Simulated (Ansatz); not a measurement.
**CH6ClGeN: ladder of methods at one geometry**

How do the methods compare on CH6ClGeN, in result and in cost? The task is a ladder of methods at one geometry, for CH6ClGeN.

Computed with Ansatz 0.2.0 through its Python package. The levels of theory stand in the script.

### Step 1. The system

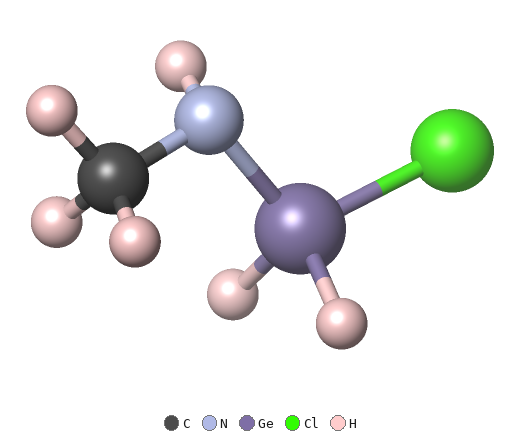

The starting structure, viewed from a chosen angle; carbon dark grey, nitrogen light blue, germanium purple, chlorine green, hydrogen pink.

The script holds or builds the structure itself.

### Step 2. Script

File methods.py:

```python
"""CH6ClGeN at several levels of theory."""

from pathlib import Path

import ansatz as az
import numpy as np

SETTINGS = {
    "basis_set": "def2-SVP",
}

GEOMETRY = """
C     0.05250    1.09150   -0.81070
N    -0.22800   -0.30730   -0.79510
Ge    0.20030   -0.95350    0.88540
Cl   -0.06950   -3.07490    0.97310
H    -0.27820    1.52630   -1.83740
H    -0.60980    1.66660   -0.05130
H     1.10710    1.36010   -0.65350
H    -1.21180   -0.44980   -0.91990
H     1.73990   -0.66990    1.21100
H    -0.61940   -0.24020    2.00140
"""

ch6clgen = az.Crystal.molecule()
for line in GEOMETRY.strip().splitlines():
    symbol, *xyz = line.split()
    ch6clgen = ch6clgen.atom(symbol, [float(v) for v in xyz])

setup = ch6clgen.calculation()
setup = setup.basis(gaussian=SETTINGS["basis_set"])

print("functional    E (Ha)        dipole (D)   HOMO (eV)  LUMO (eV)")
for name in ["hse06", "r2scan0", "lc_wpbe", "lda", "b3lyp", "revpbe"]:
    summary = setup.functional(name).forces().orbitals().run(threads=1, runs_dir="runs").report
    lines = Path(summary["orbitals_path"]).read_text().splitlines()
    field_of = lambda key: [line.split("=")[1].strip() for line in lines if line.startswith(key)]
    orbitals = [(27.211386 * float(e), s, float(n)) for e, s, n in zip(field_of("Ene="), field_of("Spin="), field_of("Occup="))]
    homo = max(e for e, _, n in orbitals if n > 0.5)
    lumo = min(e for e, _, n in orbitals if n < 0.5)
    dipole = 4.803205 * np.linalg.norm(summary["charge_distribution"]["dipole_moment_e_ang"])
    print(f"{name:10s} {summary['free_energy_ev'] / 27.211386246:14.6f} {dipole:9.3f} {homo:11.3f} {lumo:10.3f}")
```

### Step 3. What the engine is handed

The engine receives this input (first run):

```yaml
crystal:
  periodic: [false, false, false]
  atoms:
    - { symbol: C, position_ang: [0.0525, 1.0915, -0.8107] }
    - { symbol: "N", position_ang: [-0.228, -0.3073, -0.7951] }
    - { symbol: Ge, position_ang: [0.2003, -0.9535, 0.8854] }
    - { symbol: Cl, position_ang: [-0.0695, -3.0749, 0.9731] }
    - { symbol: H, position_ang: [-0.2782, 1.5263, -1.8374] }
    - { symbol: H, position_ang: [-0.6098, 1.6666, -0.0513] }
    - { symbol: H, position_ang: [1.1071, 1.3601, -0.6535] }
    - { symbol: H, position_ang: [-1.2118, -0.4498, -0.9199] }
    - { symbol: H, position_ang: [1.7399, -0.6699, 1.211] }
    - { symbol: H, position_ang: [-0.6194, -0.2402, 2.0014] }
basis:
  gaussian:
    orbitals: def2-SVP
hamiltonian:
  xc: hse06
output:
  orbitals: {}
  forces: true
```

### Step 4. The run

Started as:

```console
$ python methods.py
```

Output:

```text
functional    E (Ha)        dipole (D)   HOMO (eV)  LUMO (eV)
hse06        -2632.680218     2.420      -6.716     -0.092
r2scan0      -2633.094875     2.505      -7.349      0.446
lc_wpbe      -2632.766846     2.569      -9.895      2.598
lda          -2627.714288     2.317      -5.701     -0.900
b3lyp        -2633.278595     2.292      -6.842      0.050
revpbe       -2632.940757     2.262      -5.638     -0.586
```

It took 32 s on 1 thread of Arm Neoverse V1, shared host; peak memory 0.33 GiB.

### Step 5. What changed from run to run

The engine's inputs for some of the other runs:

Run 2, against run 1:

```diff
@@ -18 +18 @@
-  xc: hse06
+  xc: r2scan0
```

Run 3, against run 1:

```diff
@@ -18 +18 @@
-  xc: hse06
+  xc: lc_wpbe
```

Run 6, against run 1:

```diff
@@ -18 +18 @@
-  xc: hse06
+  xc: revpbe
```

### Step 6. What each run gave

One row for each of the 6 runs:

| run | functional | energy (eV) | SCF cycles | CPU time (s) |
| --- | --- | --- | --- | --- |
| 1 | hse06 | -71638.8783 | 17 | 6 |
| 2 | r2scan0 | -71650.1617 | 17 | 9.2 |
| 3 | lc_wpbe | -71641.2355 | 17 | 4.7 |
| 4 | lda | -71503.7484 | 18 | 2.2 |
| 5 | b3lyp | -71655.1609 | 17 | 5.7 |
| 6 | revpbe | -71645.9679 | 19 | 3.5 |

Totals under unlike functionals or potentials can't be compared directly.

The fields below are those of run 1.

### Step 7. Orbitals and fields

The fields below are evaluated on a grid from the run's orbitals.

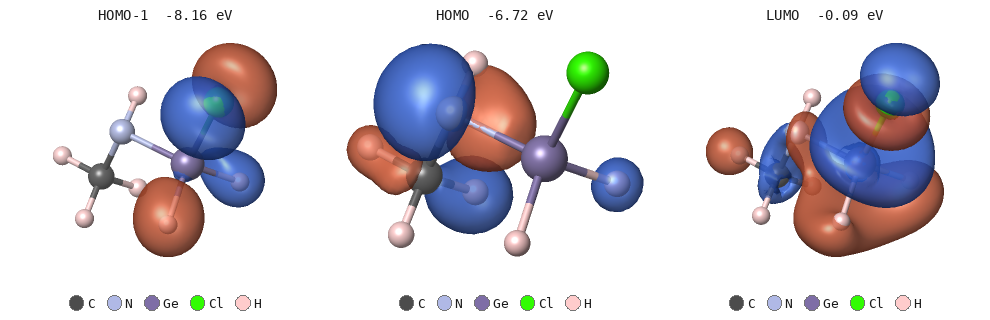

Frontier orbitals at HSE06/def2-SVP; each surface holds 70 % of the orbital's density, blue and red mark the sign.

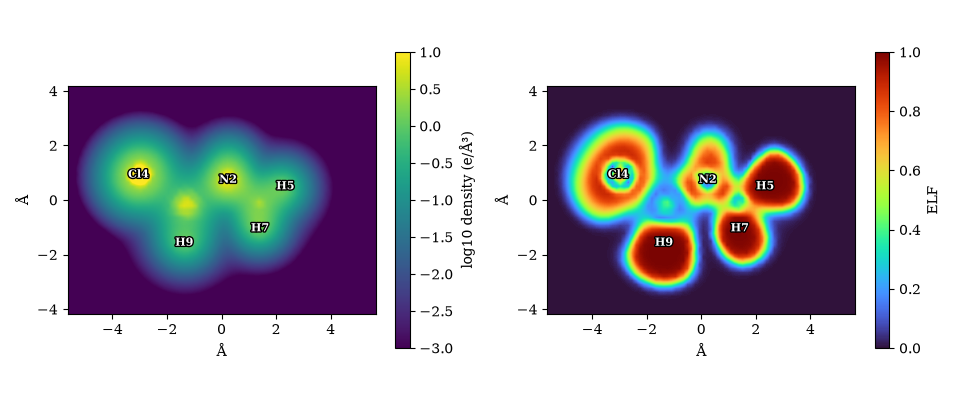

Density (left) and ELF (right) in a plane through or near 5 of the atoms.

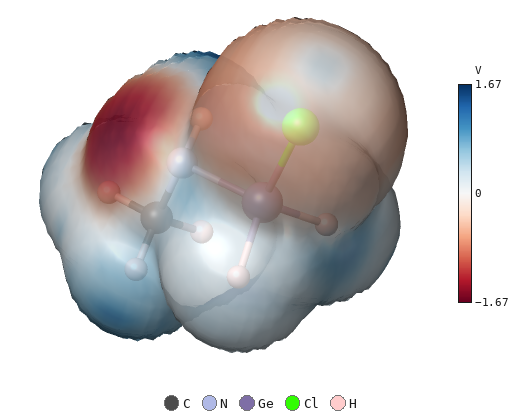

The potential that a unit positive charge feels on the 0.002 e/bohr³ surface, from -1.38 V near N2 to 1.67 V near H8.

### Step 8. Summary of results

| quantity | value |
| --- | --- |
| runs compared | 6 |
| HOMO-LUMO gap of the mean field (HSE06/def2-SVP) | 6.62 eV |

In words: The dearest, run 2 (r2scan0), took some 4.3 times as long as run 4 (lda). Reading the output:
- The geometry is a force-field or estimated start, not a minimum of this method, and the basis set is short of its limit. A lower total doesn't mark the better method: functionals have no common bound, and MP2 and coupled cluster aren't variational.
- b3lyp holds the VWN-RPA fit, as in Gaussian; the form of ORCA and Turbomole is b3lyp5.
- Levels such as HOMO and LUMO are orbital energies: with these approximate functionals they aren't the ionisation energy and electron affinity, and their gap isn't the fundamental gap.
- hse06 follows the composition of plane-wave codes, whose totals differ by tens of mHa, up to about 0.1 Ha, from the form usual in Gaussian-basis programs (wpbeh).
